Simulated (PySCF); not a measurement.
CH6O2Si2, SMILES `O=C[SiH2]O[SiH3]`.

PySCF calculation, B3LYP/def2-SVPD, gas phase; geometry: GFN2-xTB. No frequency check shows the geometry to be a minimum.

Coordinates in Å:

```
O1      -0.9328    1.7202   -0.0001
C2      -1.6751    0.7693    0.0000
Si3     -0.9870   -1.0232   -0.0000
O4       0.6083   -0.8442   -0.0001
Si5      1.8258    0.2613    0.0001
H6      -2.7719    0.9451    0.0003
H7      -1.3869   -1.6934    1.2326
H8      -1.3871   -1.6937   -1.2321
H9       2.9915   -0.6223    0.0003
H10      1.7284    1.0535    1.2191
H11      1.7282    1.0532   -1.2196
```

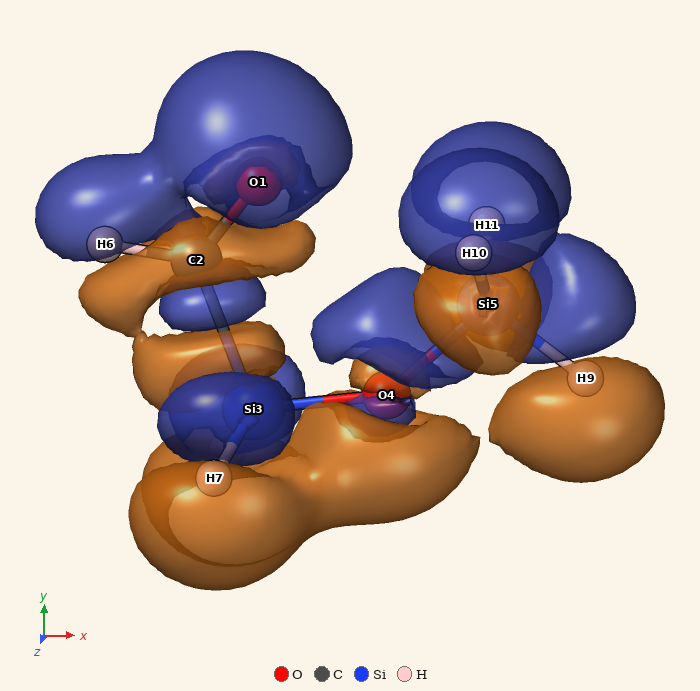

Change of the electron density in a uniform field of 0.21 V/Å, surfaces at ±0.0008 e/Å³ (orange: gain, blue: loss).

### Along which Cartesian direction does the field point?

Along +y: electrons gather on the −y side, against the field.

### What dipole is induced, and what polarisability does it imply?

The induced dipole is 0.74 D (along the field); α along this axis, from the fields in both directions, is 72 bohr³ (10.7 Å³).

### Which atoms gain and lose the most charge?

Electrons gather most on Si3 (Hirshfeld charge changes by −0.009 e) and leave O1 most (+0.015 e); 0.066 electrons are displaced in all.
